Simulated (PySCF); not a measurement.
# FH$_{7}$P$_{2}$Si$_{2}$: what the fields show

```xyz
12

F    -0.2391    1.6741    1.6462
Si   -0.5894    0.9743    0.2248
P    -2.8316    0.9190    0.1622
Si    0.6036   -1.0378    0.1699
P     2.7867   -0.9249    0.6607
H    -0.1658    2.0222   -0.7079
H    -2.9580   -0.2457    0.9020
H    -2.8784    0.2315   -1.0384
H     0.5283   -1.6322   -1.1727
H     0.0493   -2.0313    1.1032
H     3.0601    0.1307   -0.1937
H     2.6357   -0.0807    1.7472
```

Geometry: GFN2-xTB.

The calculation used PySCF, PBE0/pcSseg-1, SCF density, gas phase, non-relativistic.

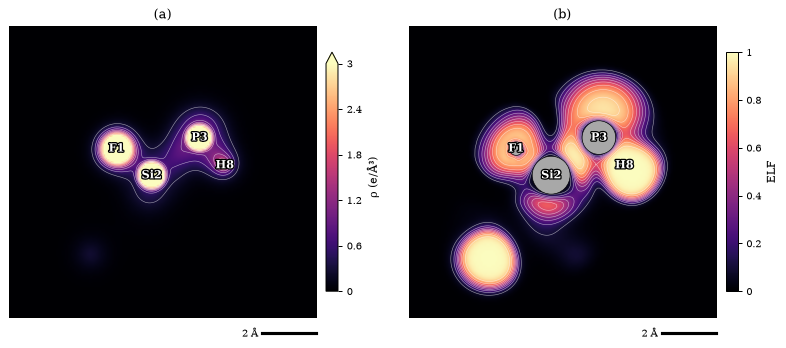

Figure 1. (a) electron density; (b) electron localisation function on the plane of atoms Si2, P3 and H8. Grey discs cover the atomic cores in the ELF map.

What do the fields say about this system?

Answer.
- Atoms in the plane: F, Si, P and H.
- Si–F (1.62 Å): ρ is about 1 e/Å³ halfway; the ELF peaks at about 0.85 in the valence shell of F, 0.6 Å from its nucleus, and is about 0.50 at the midpoint.
- Si–P (2.24 Å): the density is about 0.76 e/Å³ at the midpoint; the ELF peaks at about 0.95 between the atoms (localised, covalent bonding).
- P–H (1.38 Å): ρ is about 1.1 e/Å³ halfway; the ELF climbs to about 1 towards the hydrogen, as it does in any bond to H.
- The ELF also peaks beside F1 and P3, away from the bonds: lone-pair regions.

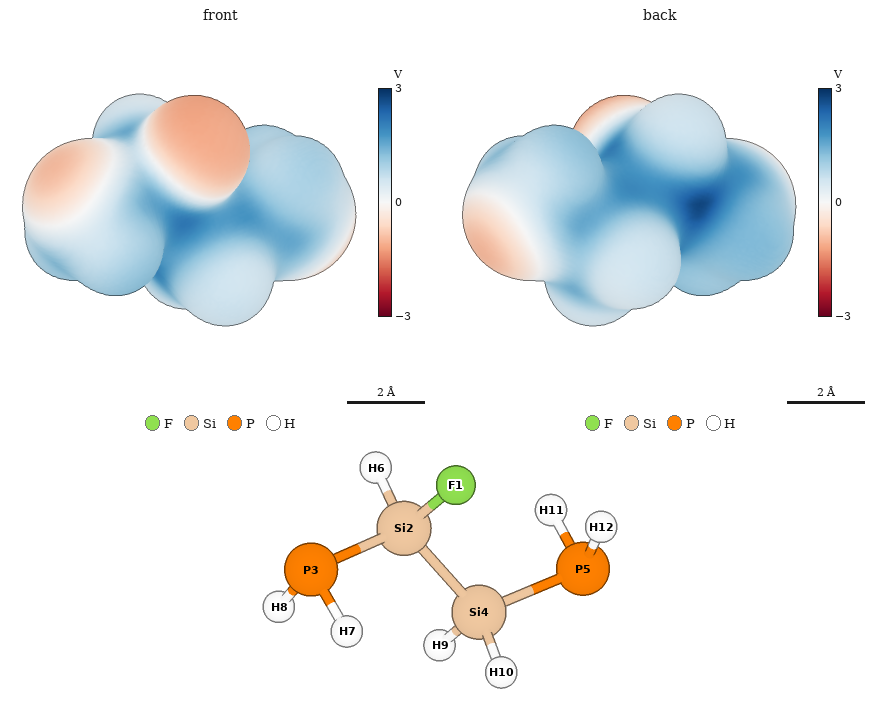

Figure 2. The electrostatic potential painted on the density surface at 0.004 e/bohr³, seen from the front and from behind; the colour scale runs from red (negative) to blue (positive). The bare structure is drawn below in the same view.

Where is the surface potential most negative and most positive?

Answer. The most negative region (about −1.2 V) lies over F1, the most positive (about +2.6 V) over Si2.
